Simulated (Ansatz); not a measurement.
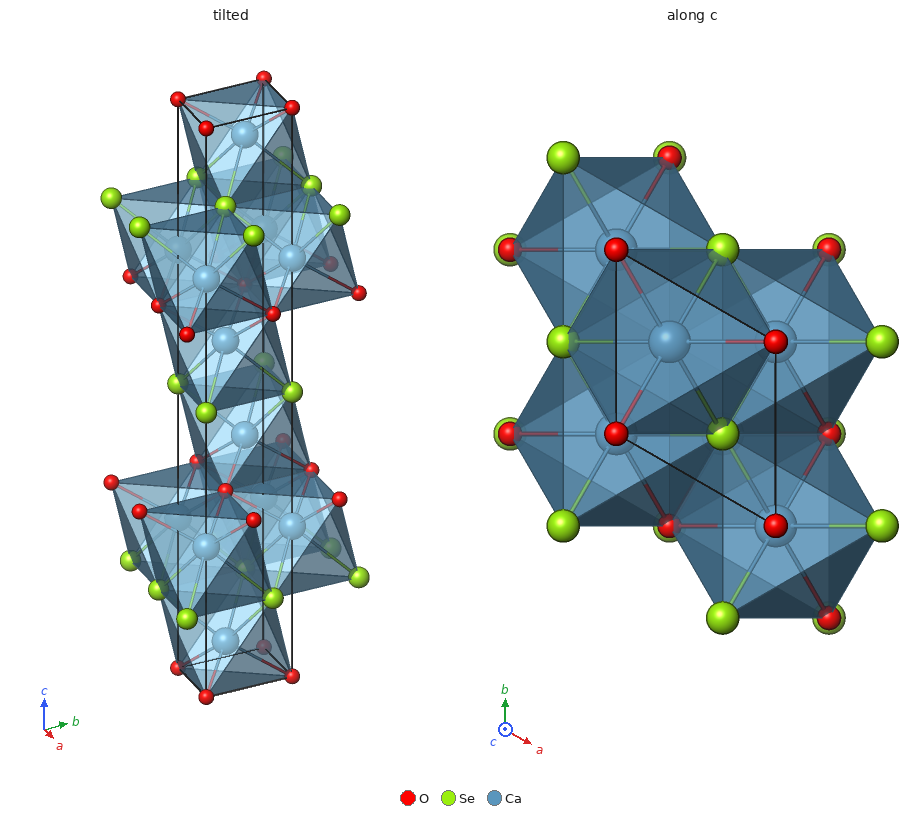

The figure gives a polyhedral picture of the atoms, viewed slightly off an axis and along the c axis. The conventional unit cell is drawn as a box. A few atoms beyond the faces are included.

Ca2SeO, space group R-3m (No. 166), a = 3.769 Å, b = 3.769 Å, c = 18.631 Å, α = 90.00°, β = 90.00°, γ = 120.00°. The model was built from a structure type filled with these elements by a generator (whether the compound takes this form wasn't checked). The cell was then strained or its atoms displaced on purpose. A calculation with Ansatz used it as input.

This one geometry was computed with Ansatz (DFT, plane waves, PAW) at three levels of theory: PBE, HSE06 and r2SCAN. It was relaxed with r2SCAN and then strained.

**How does the band gap change with the level of theory?**

PBE: a gap of 1.71 eV, indirect; r2SCAN: a gap of 2.13 eV, indirect; HSE06: a gap of 2.72 eV, indirect.

**Collect the results in a table.**

| level | cutoff (eV) | k-mesh of the run's cell | gap (eV) | pressure (GPa) |
| --- | --- | --- | --- | --- |
| PBE | 420 | 8×8×8 | 1.71 | 2.2 |
| HSE06 | 420 | 6×6×6 | 2.72 | 1.2 |
| r2SCAN | 500 | 8×8×8 | 2.13 | 1.0 |

Gaps are taken on the k-mesh or band path of each run.
